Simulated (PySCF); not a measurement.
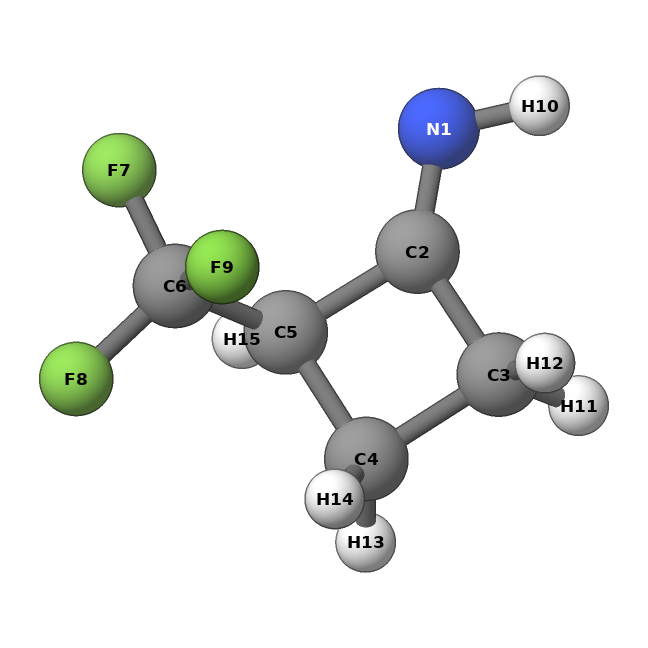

Computed geometry: PBE0-D3(BJ)/def2-SVP optimisation. No frequency run is at hand to confirm it as a minimum. Method: TDDFT PBE0/def2-SVPD, vertical, gas phase, core orbitals frozen in the response (PySCF 2.14.0), and the same with a continuum solvent (IEF-PCM, Bondi radii x 1.2, gas-phase geometry).

How do dipole (D), HOMO–LUMO gap (eV), lowest singlet (eV) change in acetone (ε = 20.5), water (ε = 78.4)?

```csv
medium,dipole (D),HOMO–LUMO gap (eV),lowest singlet (eV)
gas phase,3.92,7.04,5.13
acetone,5.05,7.20,5.26
water,5.13,7.21,5.27
```
